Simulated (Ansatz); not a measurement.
Run report: SiClF₃, single-point calculation

The run: single-point calculation of SiClF₃. Method and program: RKS r2SCAN0-D4/def2-TZVPP (Ansatz 0.2.0).

The geometry comes from this level: PBE0-D4/def2-TZVP.

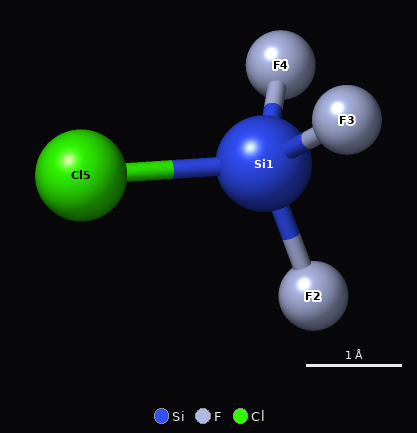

*The input geometry (ball-and-stick view, seen at a tilt; atoms are numbered from 1 in the order of the input).*

## Input file
```yaml
crystal:
  periodic: [false, false, false]
  atoms:
    - {symbol: Si, position_ang: [-0.374865, 0.391187, 1.695071]}
    - {symbol: F, position_ang: [-1.120593, 0.524826, 0.324312]}
    - {symbol: F, position_ang: [-0.243739, 1.816391, 2.331107]}
    - {symbol: F, position_ang: [-1.240796, -0.500868, 2.647617]}
    - {symbol: Cl, position_ang: [1.432394, -0.422729, 1.429309]}
basis:
  gaussian: {orbitals: def2-TZVPP}
hamiltonian: {xc: {name: r2SCAN0}, dispersion: d4}
```

Machine: 4 CPU threads, shared host.

Run as:
```bash
ansatz run in.yaml --threads 4 --pin off --events-out ev --progress --plain --max-ram 46080MiB --backend cpu
```

## Output
```
Functional definition: r2SCAN0
  name "r2SCAN0"
  cite "Bursch, Neugebauer, Ehlert & Grimme, J. Chem. Phys. 156, 134105 (2022) doi:10.1063/5.0086040"
  cite "Furness, Kaplan, Ning, Perdew & Sun, J. Phys. Chem. Lett. 11, 8208 (2020) doi:10.1021/acs.jpclett.0c02405"
  cite "Furness, Kaplan, Ning, Perdew & Sun, J. Phys. Chem. Lett. 11, 9248 (2020) doi:10.1021/acs.jpclett.0c03077"
  parent r2scan
  parameter a = 0.25
  parameter k0 = 0.174
  parameter k1 = 0.065
  parameter a1 = 4.9479
  exchange = (1 - a)*r2scan_x(k0 = k0, k1 = k1, a1 = a1) + a*exact_x
  correlation = r2scan_c
1084 factors; their error is unknown
mean field evaluation 1: about -28553.1871 eV, gradient 5.0e1 eV
mean field evaluation 2: about -28550.7826 eV, gradient 6.6e1 eV
mean field evaluation 4: about -28556.3565 eV, gradient 7.2e-1 eV
mean field evaluation 8: about -28556.4373 eV, gradient 1.3e-2 eV
mean field -28556.43732534 eV, -1049.4297154580 hartree, gradient 4.3e-5 eV, S^2 0.000000; 0 other end points of the search recorded, 0 dependent functions left out
reference -28556.43733129 eV, -1049.4297156765 hartree; 29, 29 occupied and 148, 148 virtual orbitals, 1084 factors
Total energy: -28556.46993602 eV, -1049.4309138783 hartree
```

## Results in brief

```csv
quantity,value
outcome,converged
total energy,−28556.4699 eV
mean-field energy,−28556.4373 eV
dispersion energy,−0.0326 eV
SCF solution under orbital rotations,stable
wall time,3.5 s (CPU time 7.5 s)
peak memory,0.82 GiB
```
